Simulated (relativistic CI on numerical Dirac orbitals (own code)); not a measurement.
# Al⁵⁺: how the levels respond to the fine-structure constant

How sensitive are the low transitions of Al⁵⁺ to a change of α? Wanted is q = dE/dx with x = (α/α0)² − 1, for the lowest 30 levels.

Program: relativistic CI on numerical Dirac orbitals (own code) version 3. Level of theory: Dirac-Coulomb-Breit CI, KLI orbitals optimised for each configuration, valence Slater integrals scaled by 0.85, P86 correlation energy added to each configuration, derivatives by finite differences. These are calculated values, not measurements, unless marked.

## (1) The atom as given

| Quantity | Value |
| --- | --- |
| ion | Al⁵⁺ (Al VI) |
| nuclear charge | 13 |
| electrons | 8 |
| isotope | A = 27 |
| first configuration | [He] 2s2 2p4 |

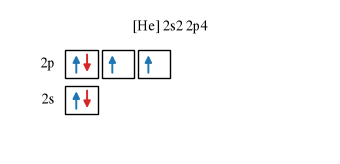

Outer shells as boxes.

## (2) The run

Input settings:

```ini
atom Al  Z=13  charge=5  electrons=8
nucleus A=27  rms_radius_fm=3.0610
hamiltonian dirac-coulomb  breit=on  qed=off  c_scale=1
orbitals kli  potential=per-configuration
slater_scale 0.85
correlation p86
mixing on
configurations
  [He] 2s2 2p4
  [He] 2s 2p5
  [He] 2p6
  [He] 2s2 2p3 3s
  [He] 2s2 2p3 3p
  [He] 2s2 2p3 3d
  [He] 2p5 3s
  [He] 2p5 3p
end
derivatives alpha2 +-0.01
```

Main fields of the result record, rounded:

```text
{
  "status": "converged",
  "levels [i, E_cm, J2, conf, term, w_term]": [
    [0, 0, 4, "2s2 2p4", "3P", 0.9976],
    [1, 2716.5081, 2, "2s2 2p4", "3P", 0.9997],
    [2, 3779.5512, 0, "2s2 2p4", "3P", 0.9973],
    [3, 37136.832, 4, "2s2 2p4", "1D", 0.9977],
    [4, 75432.861, 0, "2s2 2p4", "1S", 0.9763],
    [5, 333857.54, 4, "2s 2p5", "3P*", 0.9969],
    [6, 336300.83, 2, "2s 2p5", "3P*", 0.9967],
    [7, 337628.03, 0, "2s 2p5", "3P*", 0.9969],
    [8, 453417.04, 2, "2s 2p5", "1P*", 0.9953],
    [9, 791475.74, 0, "2p6", "1S", 0.9789],
    [10, 901496.37, 4, "2s2 2p3 3s", "5S*", 0.999],
    [11, 918166.89, 2, "2s2 2p3 3s", "3S*", 0.9983],
    [12, 960996.29, 4, "2s2 2p3 3s", "3D*", 0.9909],
    [13, 961001.28, 2, "2s2 2p3 3s", "3D*", 0.9897],
    [14, 961057.62, 6, "2s2 2p3 3s", "3D*", 0.999],
    [15, 969287.77, 4, "2s2 2p3 3s", "1D*", 0.9878],
    [16, 977741.52, 2, "2s2 2p3 3p", "5P", 0.9983],
    [17, 977944.08, 4, "2s2 2p3 3p", "5P", 0.9975],
    [18, 978296.93, 6, "2s2 2p3 3p", "5P", 0.9989],
    [19, 987327.3, 0, "2s2 2p3 3s", "3P*", 0.9806],
    [20, 987433.24, 2, "2s2 2p3 3s", "3P*", 0.9755],
    [21, 987716.72, 4, "2s2 2p3 3s", "3P*", 0.9611],
    [22, 993669.98, 2, "2s2 2p3 3p", "3P", 0.9966],
    [23, 993756.27, 4, "2s2 2p3 3p", "3P", 0.9969],
    [24, 993797.7, 0, "2s2 2p3 3p", "3P", 0.9995],
    [25, 995970.1, 2, "2s2 2p3 3s", "1P*", 0.9734],
    [26, 1031466.9, 2, "2s2 2p3 3p", "1P", 0.6978],
    [27, 1033189.9, 4, "2s2 2p3 3p", "3D", 0.9692],
    [28, 1033571.8, 2, "2s2 2p3 3p", "3D", 0.6987],
    [29, 1033647.6, 6, "2s2 2p3 3p", "3D", 0.9574]
  ],
  "sensitivity [i, q_alpha_cm]": [
    [0, 0],
    [1, 2803],
    [2, 3695],
    [3, 1584],
    [4, 2096],
    [5, 4789],
    [6, 7216],
    [7, 8573],
    [8, 6354],
    [9, 1.074e+04],
    [10, 298.1],
    [11, 308],
    [12, 49.21],
    [13, -21.56],
    [14, 316.3],
    [15, 46.28],
    [16, 804],
    [17, 997.7],
    [18, 1368],
    [19, 745.3],
    [20, 990.8],
    [21, 1615],
    [22, 1053],
    [23, 1213],
    [24, 1286],
    [25, 1178],
    [26, 36.76],
    [27, 728.2],
    [28, 1583],
    [29, 1251]
  ],
  "n_levels_all": 30,
  "configurations [conf, odd, states]": [
    ["2s2 2p4", 0, 15],
    ["2s 2p5", 1, 12],
    ["2p6", 0, 1],
    ["2s2 2p3 3s", 1, 40],
    ["2s2 2p3 3p", 0, 120],
    ["2s2 2p3 3d", 1, 200],
    ["2p5 3s", 1, 12],
    ["2p5 3p", 0, 36]
  ]
}
```

Run time: 0.39 s. Hardware: 1 thread, shared host.

The relative sensitivity K = 2q/E of the transition from the lowest level:

| level | energy (eV) | q (cm⁻¹) | K |
| --- | --- | --- | --- |
| 2p4 3P1 | 0.34 | 2803 | 2.064 |
| 2p4 3P0 | 0.47 | 3695 | 1.955 |
| 2p4 1D2 | 4.60 | 1584 | 0.085 |
| 2p4 1S0 | 9.35 | 2096 | 0.056 |
| 2s 2p5 3P°2 | 41.39 | 4789 | 0.029 |
| 2s 2p5 3P°1 | 41.70 | 7216 | 0.043 |
| 2s 2p5 3P°0 | 41.86 | 8573 | 0.051 |
| 2s 2p5 1P°1 | 56.22 | 6354 | 0.028 |
| 2p6 1S0 | 98.13 | 10740 | 0.027 |
| 2p3 3s 5S°2 | 111.77 | 298.1 | 0.001 |
| 2p3 3s 3S°1 | 113.84 | 308.0 | 0.001 |
| 2p3 3s 3D°2 | 119.15 | 49.21 | 0.000 |
| 2p3 3s 3D°1 | 119.15 | -21.56 | 0.000 |
| 2p3 3s 3D°3 | 119.16 | 316.3 | 0.001 |
| 2p3 3s 1D°2 | 120.18 | 46.28 | 0.000 |
| 2p3 3p 5P1 | 121.22 | 804.0 | 0.002 |
| 2p3 3p 5P2 | 121.25 | 997.7 | 0.002 |

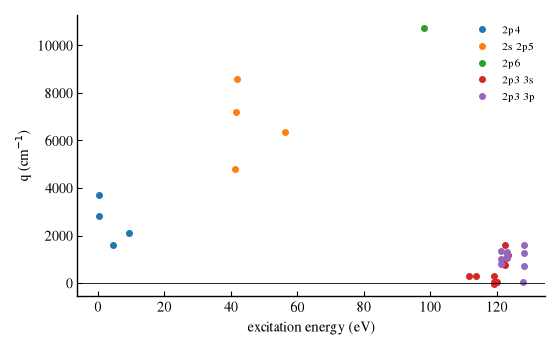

q against excitation energy, by configuration.

## (3) Outcome

```
                                         quantity                 value
                                     lowest level               2p4 3P2
              largest q in size, lowest 30 levels  10740 cm⁻¹ (2p6 1S0)
largest K in size within the lowest configuration        2.06 (2p4 3P1)
```

What this shows: Among these levels the largest q belongs to 2p6 1S0, a change of configuration. The fine-structure partner 3P1 has K = 2.06, close to the 2 of an interval that scales as α². K = 2q/E, the relative sensitivity of a level, hangs on the computed energy: between configurations that lie close it can be off by a factor of several.
